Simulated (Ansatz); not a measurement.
**C₃H₈OSn: reading failed and doubtful runs**

Aim: try 4 inputs for C₃H₈OSn as typed, read how each ends, and find what has to change.

Program: Ansatz 0.2.0, Gaussian basis. Level of theory: the settings change from run to run. These are calculated values, not measurements.

### 1 The geometry

The structure was relaxed beforehand with PBE0-D4 in a triple-zeta def2 set. Sn takes a core potential in def2 sets; no spin-orbit term is included.

SMILES `C[CH](C)[Sn][OH]`, 13 atoms, charge 0, spin multiplicity 1.

Atoms are counted from 1 here; the program's logs count them from 0.

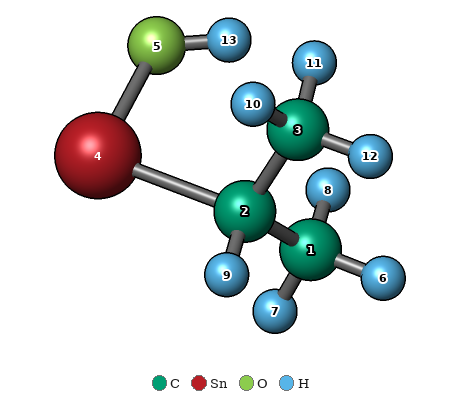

The geometry (carbon teal, tin red, oxygen green, hydrogen blue); atoms are numbered from 1 in the order of the file.

### 2 Input 1

in.yaml reads:

```yaml
crystal:
  periodic: [false, false, false]
  atoms:
    - {symbol: C, position_ang: [-0.273133, 0.074021, -1.366020]}
    - {symbol: C, position_ang: [0.701275, 0.198871, -0.203646]}
    - {symbol: C, position_ang: [0.119261, 1.025573, 0.933600]}
    - {symbol: Sn, position_ang: [1.310964, -1.812482, 0.519195]}
    - {symbol: O, position_ang: [-0.509522, -2.372397, 1.079222]}
    - {symbol: H, position_ang: [-0.577426, 1.059356, -1.742200]}
    - {symbol: H, position_ang: [0.151405, -0.474254, -2.213279]}
    - {symbol: H, position_ang: [-1.191550, -0.446966, -1.073465]}
    - {symbol: H, position_ang: [1.618712, 0.681873, -0.560198]}
    - {symbol: H, position_ang: [0.829041, 1.169073, 1.754663]}
    - {symbol: H, position_ang: [-0.775713, 0.559158, 1.360274]}
    - {symbol: H, position_ang: [-0.180927, 2.024374, 0.591036]}
    - {symbol: H, position_ang: [-1.201890, -1.720901, 0.935719]}
basis:
  gaussian: {orbitals: def2-SVP, fitting: {mean_field: cc-pVTZ-jkfit}}
magnetization: {spin_polarized: true, initial_magnetization: 0}
hamiltonian: {xc: {name: LC-wPBE}}
```

Command:

```
> ansatz run in.yaml --threads 4 --pin off --events-out ev --progress --plain --max-ram 11315MiB
```

Output:

```text
Functional definition: LC-wPBE
  name "LC-wPBE"
  cite "Vydrov & Scuseria, J. Chem. Phys. 125, 234109 (2006) doi:10.1063/1.2409292"
  cite "Heyd & Scuseria, J. Chem. Phys. 120, 7274 (2004) doi:10.1063/1.1668634"
  cite "Ernzerhof & Perdew, J. Chem. Phys. 109, 3313 (1998) doi:10.1063/1.476928"
  cite "Perdew, Burke & Ernzerhof, Phys. Rev. Lett. 77, 3865 (1996) doi:10.1103/PhysRevLett.77.3865"
  parent pbe
  parameter omega = 0.4/bohr
  exchange = pbe_x_sr(omega) + exact_x_lr(omega)
  correlation = pbe_c
Error: <dir> the basis set cc-pVTZ-JKFIT has no functions for Sn
```

It took 0.1 s on 4 threads of Arm Neoverse V1, shared host.

What is wrong: The program refused the input. The fitting set named has no entry for an element of this molecule. Cure: leave the fitting key out, or name a set that covers all elements and suits the basis.

### 3 Input 2

in.yaml reads:

```yaml
crystal:
  periodic: [false, false, false]
  atoms:
    - {symbol: C, position_ang: [-0.273133, 0.074021, -1.366020]}
    - {symbol: C, position_ang: [0.701275, 0.198871, -0.203646]}
    - {symbol: C, position_ang: [0.119261, 1.025573, 0.933600]}
    - {symbol: Sn, position_ang: [1.310964, -1.812482, 0.519195]}
    - {symbol: O, position_ang: [-0.509522, -2.372397, 1.079222]}
    - {symbol: H, position_ang: [-0.577426, 1.059356, -1.742200]}
    - {symbol: H, position_ang: [0.151405, -0.474254, -2.213279]}
    - {symbol: H, position_ang: [-1.191550, -0.446966, -1.073465]}
    - {symbol: H, position_ang: [1.618712, 0.681873, -0.560198]}
    - {symbol: H, position_ang: [0.829041, 1.169073, 1.754663]}
    - {symbol: H, position_ang: [-0.775713, 0.559158, 1.360274]}
    - {symbol: H, position_ang: [-0.180927, 2.024374, 0.591036]}
    - {symbol: H, position_ang: [-1.201890, -1.720901, 0.935719]}
basis:
  gaussian: {orbitals: STO-3G}
magnetization: {spin_polarized: true, initial_magnetization: 1}
hamiltonian: {xc: {name: PBE0-DH}, pseudopotentials: {relativity: scalar}}
output: {forces: true}
```

The command is unchanged.

Output:

```text
Error: a molecule whose nuclei and cores have a total charge of 84 cannot have a net charge of 0 together with 1 unpaired electrons
```

Wall time 0.05 s (4 threads of Arm Neoverse V1, shared host).

Diagnosis: Refused before any calculation. The number of unpaired electrons doesn't fit the electron count. Fix: make charge and initial_magnetization agree: an even electron count takes an even number of unpaired electrons.

### 4 Input 3

in.yaml reads:

```yaml
crystal:
  periodic: [false, false, false]
  atoms:
    - {symbol: C, position_ang: [-0.272139, -0.006227, -1.395461]}
    - {symbol: C, position_ang: [0.627281, 0.161354, -0.271681]}
    - {symbol: C, position_ang: [0.105862, 1.094339, 0.942466]}
    - {symbol: Sn, position_ang: [1.257930, -1.775566, 0.500180]}
    - {symbol: O, position_ang: [-0.491001, -2.365249, 1.086365]}
    - {symbol: H, position_ang: [-0.575096, 1.205952, -1.795086]}
    - {symbol: H, position_ang: [0.127102, -0.584043, -2.205098]}
    - {symbol: H, position_ang: [-1.225151, -0.529384, -1.265229]}
    - {symbol: H, position_ang: [1.529571, 0.747485, -0.643350]}
    - {symbol: H, position_ang: [0.922163, 1.090369, 1.857793]}
    - {symbol: H, position_ang: [-0.733964, 0.576828, 1.490446]}
    - {symbol: H, position_ang: [-0.128691, 2.034636, 0.407788]}
    - {symbol: H, position_ang: [-1.105055, -1.634603, 0.912269]}
basis:
  gaussian: {orbitals: def2-mTZVPP}
hamiltonian: {xc: {name: HF}}
correlation: {method: mp2, frozen_orbitals: {C: 9}}
accuracy: high
scf: {lower_state_search: off}
```

The command is unchanged.

Output:

```text
Functional definition: HF
  name "HF"
  cite "Fock, Z. Phys. 61, 126 (1930) doi:10.1007/BF01340294"
  parent pbe
  exchange = exact_x
  correlation = 0
these checks for a lower state are left out or cut short: stability, starts, cluster_reference, orbital_swaps, neighbouring_geometries, increment
Error: "frozen_orbitals" has no count for Sn
```

It took 0.05 s on 4 threads of Arm Neoverse V1, shared host.

Diagnosis: The program refused the input. Frozen orbitals are typed for one element alone, and the program wants a count for each. Its coordinates are also moved off the relaxed structure. Fix: leave frozen_orbitals out, or give every element a count that its core really has.

### 5 Input 4

in.yaml reads:

```yaml
crystal:
  periodic: [false, false, false]
  atoms:
    - {symbol: C, position_ang: [-0.163880, 0.044413, -0.819612]}
    - {symbol: C, position_ang: [0.490893, 0.139210, -0.122188]}
    - {symbol: C, position_ang: [0.071556, 0.615344, 0.560160]}
    - {symbol: Sn, position_ang: [0.786579, -1.087489, 0.311517]}
    - {symbol: O, position_ang: [-0.356666, -1.423438, 0.755455]}
    - {symbol: H, position_ang: [-0.346455, 0.635613, -1.219540]}
    - {symbol: H, position_ang: [0.090843, -0.284552, -1.327968]}
    - {symbol: H, position_ang: [-0.714930, -0.268180, -0.644079]}
    - {symbol: H, position_ang: [1.133098, 0.477311, -0.392138]}
    - {symbol: H, position_ang: [0.497425, 0.818351, 1.228264]}
    - {symbol: H, position_ang: [-0.542999, 0.391411, 0.816164]}
    - {symbol: H, position_ang: [-0.108556, 1.417062, 0.354622]}
    - {symbol: H, position_ang: [-0.721134, -1.204631, 0.655004]}
basis:
  gaussian: {orbitals: def2-mTZVP}
total_charge: 1
magnetization: {spin_polarized: true, initial_magnetization: 1}
hamiltonian: {xc: {name: SVWN5}}
accuracy: high
output: {forces: true}
```

The command is unchanged.

Output, cut to the lines that bear on the results:

```text
Functional definition: SVWN5
  name "SVWN5"
  cite "Dirac, Proc. Camb. Phil. Soc. 26, 376 (1930) doi:10.1017/S0305004100016108"
  cite "Slater, Phys. Rev. 81, 385 (1951) doi:10.1103/PhysRev.81.385"
  cite "Vosko, Wilk & Nusair, Can. J. Phys. 58, 1200 (1980) doi:10.1139/p80-159"
[...]
2840 factors; integrals over basis functions are off by at most 3.5e-9 eV
[...]
mean field -10916.72110494 eV, -401.1821009872 hartree, gradient 4.0e-8 eV, S^2 0.750809; 0 other end points of the search recorded, 0 dependent functions left out
[...]
reference -10916.72110912 eV, -401.1821011407 hartree; 28, 27 occupied and 113, 114 virtual orbitals, 2840 factors
Total energy: -10916.72110912 eV, -401.1821011407 hartree
Atom 0 at    -0.163880     0.044413    -0.819612 Å, force   -15.163264    17.723444   -17.791789 eV/Å
[...]
Atom 3 at     0.786579    -1.087489     0.311517 Å, force   119.188703   -48.367494    -9.711512 eV/Å
Atom 4 at    -0.356666    -1.423438     0.755455 Å, force   127.704698  -162.281892    96.517339 eV/Å
Atom 5 at    -0.346455     0.635613    -1.219540 Å, force   -10.177372    29.809160   -18.842222 eV/Å
Atom 6 at     0.090843    -0.284552    -1.327968 Å, force    20.891507   -30.426534   -48.289044 eV/Å
Atom 7 at    -0.714930    -0.268180    -0.644079 Å, force   -51.324319   -26.787413    13.538621 eV/Å
Atom 8 at     1.133098     0.477311    -0.392138 Å, force    23.131038    12.954614    -9.558416 eV/Å
Atom 9 at     0.497425     0.818351     1.228264 Å, force    10.951125     5.611652    18.911958 eV/Å
Atom 10 at    -0.542999     0.391411     0.816164 Å, force   -39.932455   -12.936266    17.240642 eV/Å
Atom 11 at    -0.108556     1.417062     0.354622 Å, force    -4.678267    17.317381    -3.994122 eV/Å
Atom 12 at    -0.721134    -1.204631     0.655004 Å, force  -227.079261   130.540550   -57.835332 eV/Å
Dipole moment:    -0.368967     0.593858    -0.231064 e Å
```

Wall time 8 s (4 threads of Arm Neoverse V1, shared host); peak memory 0.58 GiB.

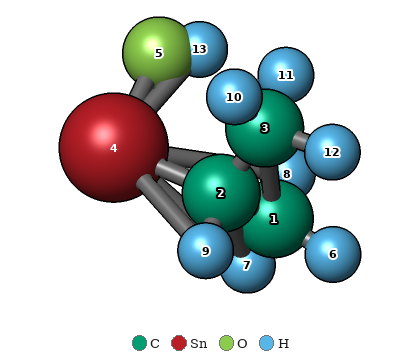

The geometry of this input.

Diagnosis: The run converged, but a converged run isn't a right one. The geometry is squeezed well below its size. The shortest distance is 0.44 Å (O5–H13), against 0.96 Å in the relaxed molecule. It also asks for charge 1 and multiplicity 2, another species or state than the molecule above. Its energy is no property of the relaxed molecule. Fix: use the relaxed coordinates, and set charge and spin to those of the species named.

### 6 How the tries ended

| input | level | ended | cause | time |
| --- | --- | --- | --- | --- |
| 1 | LC-wPBE/def2-SVP | refused | the fitting set named has no entry for an element of this molecule | 0.1 s |
| 2 | PBE0-DH/STO-3G | refused | the number of unpaired electrons doesn't fit the electron count | 0.05 s |
| 3 | MP2/def2-mTZVPP | refused | frozen orbitals are typed for one element alone, and the program wants a count for each | 0.05 s |
| 4 | SVWN5/def2-mTZVP | converged | the geometry is squeezed well below its size | 8 s |

3 refused, 1 converged. A refusal costs next to no computing time. The dangerous case is the input that converges on a wrong geometry, charge, spin, basis or grid: often only a look at the input shows it.
